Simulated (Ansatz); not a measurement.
**CHFO (SMILES O=CF) at 6 levels**

We compute a comparison of 6 runs (UHF/STO-3G, B3LYP/STO-3G, CCSDT(Q)/STO-3G, CCSDTQ/STO-3G, UCCSD(T)/STO-3G, FCI/STO-3G) of CHFO. 

Program for the calculation: Ansatz 0.2.0.

73 further runs of the same task are left out: 73 set aside as unsound or not needed.

### Step 1. Starting point

CHFO: 4 atoms, total charge 0, spin state singlet. As SMILES, `O=CF`. The H4–C2 distance was set to 1.647 Å, away from the relaxed value. At this shape a bond of the SMILES string is far longer than usual.

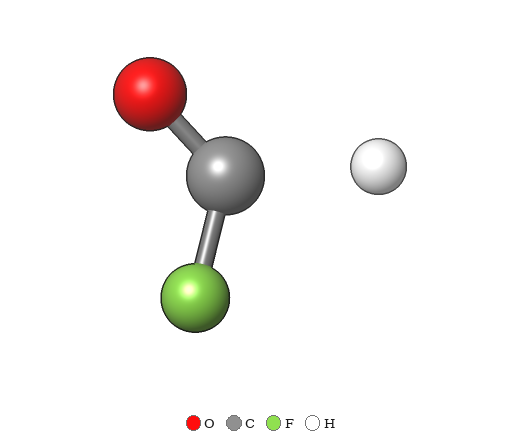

Viewed from a chosen angle; oxygen red, carbon grey, fluorine green, hydrogen white.

### Step 2. A single-point energy at UHF/STO-3G (run 1)

File input.yaml:

```yaml
crystal:
  periodic: [false, false, false]
  atoms:
    - {symbol: O, position_ang: [-1.092067, -0.178050, 1.177211]}
    - {symbol: C, position_ang: [-0.252127, -0.300730, 0.370161]}
    - {symbol: F, position_ang: [0.381983, -1.464930, 0.165881]}
    - {symbol: H, position_ang: [0.355050, 0.821510, -0.671560]}
basis:
  gaussian: {orbitals: STO-3G}
hamiltonian: {xc: hf}
magnetization: {spin_polarized: true, initial_magnetization: 0}
accuracy: high
```

Started as:

```
ansatz run input.yaml --threads 1 --pin off --max-ram 2610MiB --events-out events.jsonl --progress --plain --runs-dir runs
```

The program printed:

```text
Warning: RAYON_NUM_THREADS=1 ignored (pool sized by the plan → 1); use --threads N
Functional definition: HF
  name "HF"
  exchange = exact_x
  correlation = 0
273 factors; integrals over basis functions are off by at most 3.4e-8 eV
mean field evaluation 1: about -5702.5308 eV, gradient 2.5e1 eV
mean field evaluation 2: about -5702.6078 eV, gradient 2.6e1 eV
mean field evaluation 4: about -5706.6651 eV, gradient 1.9e0 eV
mean field evaluation 8: about -5706.7328 eV, gradient 4.8e-5 eV
mean field evaluation 16: about -5706.8244 eV, gradient 4.7e-1 eV
mean field evaluation 32: about -5705.6866 eV, gradient 6.1e0 eV
mean field evaluation 64: about -5695.3100 eV, gradient 1.6e1 eV
mean field -5706.86136812 eV, -209.7232870290 hartree, gradient 2.1e-8 eV, S^2 0.375552; 2 other end points of the search recorded, 0 dependent functions left out
reference -5706.86136812 eV, -209.7232870290 hartree; 12, 12 occupied and 4, 4 virtual orbitals, 273 factors
Total energy: -5706.86136812 eV, -209.7232870290 hartree
```

Run time: 0.16 s. Hardware: 1 thread of Arm Neoverse V1, shared host.

### Step 3. The energy at B3LYP/STO-3G (run 2)

File run.yaml:

```yaml
crystal:
  periodic: [false, false, false]
  atoms:
    - {symbol: O, position_ang: [-1.092067, -0.178050, 1.177211]}
    - {symbol: C, position_ang: [-0.252127, -0.300730, 0.370161]}
    - {symbol: F, position_ang: [0.381983, -1.464930, 0.165881]}
    - {symbol: H, position_ang: [0.355050, 0.821510, -0.671560]}
basis:
  gaussian: {orbitals: STO-3G}
accuracy: high
hamiltonian: {xc: {name: B3LYP}}
```

Started as:

```
ansatz run run.yaml --threads 1 --pin off --max-ram 2610MiB --events-out events.jsonl --progress --plain --runs-dir runs
```

The program printed:

```text
Warning: RAYON_NUM_THREADS=1 ignored (pool sized by the plan → 1); use --threads N
Functional definition: B3LYP
  name "B3LYP"
  parameter a0 = 0.2
  parameter ax = 0.72
  parameter ac = 0.81
  exchange = (1 - a0 - ax)*slater_x + ax*b88_x + a0*exact_x
  correlation = (1 - ac)*vwn_rpa_c + ac*lyp_c
273 factors; integrals over basis functions are off by at most 3.4e-8 eV
mean field evaluation 1: about -5730.3445 eV, gradient 3.0e1 eV
mean field evaluation 2: about -5722.0131 eV, gradient 6.8e1 eV
mean field evaluation 4: about -5732.9491 eV, gradient 2.2e0 eV
mean field evaluation 8: about -5732.9240 eV, gradient 3.0e-2 eV
mean field evaluation 16: about -5732.9240 eV, gradient 2.0e-7 eV
mean field -5732.92399131 eV, -210.6810707651 hartree, gradient 2.0e-8 eV, S^2 0.000000; 0 other end points of the search recorded, 0 dependent functions left out
reference -5732.92401019 eV, -210.6810714591 hartree; 12, 12 occupied and 4, 4 virtual orbitals, 273 factors
Total energy: -5732.92401019 eV, -210.6810714591 hartree
```

Wall time 0.83 s (1 thread of Arm Neoverse V1, shared host).

Run 3 isn't shown in full; the table further down has it.

### Step 4. The energy at CCSDTQ/STO-3G (run 4)

run.yaml, as its differences from that of step 3:

```diff
@@ -1 +1,3 @@
+basis:
+  gaussian: {orbitals: STO-3G}
 crystal:
@@ -7,5 +9,5 @@
     - {symbol: H, position_ang: [0.355050, 0.821510, -0.671560]}
-basis:
-  gaussian: {orbitals: STO-3G}
+magnetization: {spin_polarized: false, initial_magnetization: 0}
+correlation: {method: ccsdtq, frozen_orbitals: {C: 1, F: 1, H: 0, O: 1}}
 accuracy: high
-hamiltonian: {xc: {name: B3LYP}}
+scf: {omitted_lower_state_checks: [cluster_reference, increment]}
```

Started as:

```
ansatz run run.yaml --threads 1 --pin off --max-ram 2610MiB --events-out events.jsonl --progress --plain --runs-dir runs
```

The program printed:

```text
Warning: RAYON_NUM_THREADS=1 ignored (pool sized by the plan → 1); use --threads N
[... 11 lines left out ...]
3 core orbitals not correlated: weight in the atoms' cores, before any rotation towards them, 1.000 or more for the frozen orbitals, at most 0.000 for the correlated occupied ones
[... 29 lines left out ...]
Total energy: -5712.16945235 eV, -209.9183555262 hartree
Checks for a lower state left out: cluster_reference, increment
```

It took 7.2 s on 1 thread of Arm Neoverse V1, shared host; peak memory 0.15 GiB.

Run 5 isn't shown in full; the table further down has it.

### Step 5. The energy at FCI/STO-3G (run 6)

File in.yaml:

```yaml
crystal:
  periodic: [false, false, false]
  atoms:
    - symbol: O
      position_ang: [-1.092067, -0.178050, 1.177211]
    - symbol: C
      position_ang: [-0.252127, -0.300730, 0.370161]
    - symbol: F
      position_ang: [0.381983, -1.464930, 0.165881]
    - symbol: H
      position_ang: [0.355050, 0.821510, -0.671560]
basis:
  gaussian: {orbitals: STO-3G}
correlation: {method: fci, frozen_orbitals: {C: 1, F: 1, H: 0, O: 1}}
accuracy: high
```

Started as:

```
ansatz run in.yaml --threads 1 --pin off --max-ram 2610MiB --events-out events.jsonl --progress --plain --runs-dir runs
```

The program printed:

```text
Warning: RAYON_NUM_THREADS=1 ignored (pool sized by the plan → 1); use --threads N
[... 4 set-up lines as earlier in the session ...]
273 factors; integrals over basis functions are off by at most 3.4e-8 eV
mean field evaluation 1: about -5702.5308 eV, gradient 3.6e1 eV
mean field evaluation 2: about -5702.6078 eV, gradient 3.6e1 eV
mean field evaluation 4: about -5706.6651 eV, gradient 2.7e0 eV
mean field evaluation 8: about -5706.7278 eV, gradient 1.1e-1 eV
mean field -5706.72789965 eV, -209.7183821529 hartree, gradient 1.5e-8 eV, S^2 0.000000; 0 other end points of the search recorded, 0 dependent functions left out; unrestricted orbitals would lower it
mean field evaluation 16: about -5706.7462 eV, gradient 5.5e0 eV
3 core orbitals not correlated: weight in the atoms' cores, before any rotation towards them, 1.000 or more for the frozen orbitals, at most 0.000 for the correlated occupied ones
reference -5706.72789965 eV, -209.7183821529 hartree; 9, 9 occupied and 4, 4 virtual orbitals, 273 factors
state -5712.16872509 eV, -209.9183288001 hartree
Total energy: -5712.16872509 eV, -209.9183288001 hartree
```

Run time: 2.1 s. Hardware: 1 thread of Arm Neoverse V1, shared host; peak memory 0.1 GiB.

### Step 6. The series

| run | level | frozen core orbitals | energy (Eh) | wall time |
| --- | --- | --- | --- | --- |
| 1 | UHF/STO-3G | – | -209.723287 | 0.16 s |
| 2 | B3LYP/STO-3G | – | -210.681071 | 0.83 s |
| 3 | CCSDT(Q)/STO-3G | 3 | -209.918391 | 0.36 s |
| 4 | CCSDTQ/STO-3G | 3 | -209.918356 | 7.2 s |
| 5 | UCCSD(T)/STO-3G | 3 | -209.915347 | 0.32 s |
| 6 | FCI/STO-3G | 3 | -209.918329 | 2.1 s |

### Step 7. Results

| quantity | value |
| --- | --- |
| run 6: total energy | -209.91833 Eh |
| run 6: correlation energy (3 core orbitals frozen) | -199.9 mEh |

Against full CI in this basis: UHF +195.0 mEh; CCSDT(Q) -0.1 mEh; CCSDTQ -0.0 mEh; UCCSD(T) +3.0 mEh. In runs 3, 4 the log says that unrestricted orbitals would lower the reference, so the values rest on an unstable closed-shell determinant (other closed-shell runs at this shape may share the fault). In runs 1, 2, 3, 4, 5, 6 the basis is minimal, so the values are rough. Spin contamination of the reference: run 1 ⟨S²⟩ = 0.38, run 5 ⟨S²⟩ = 0.38. All runs together took 11 s, the longest 7.2 s.
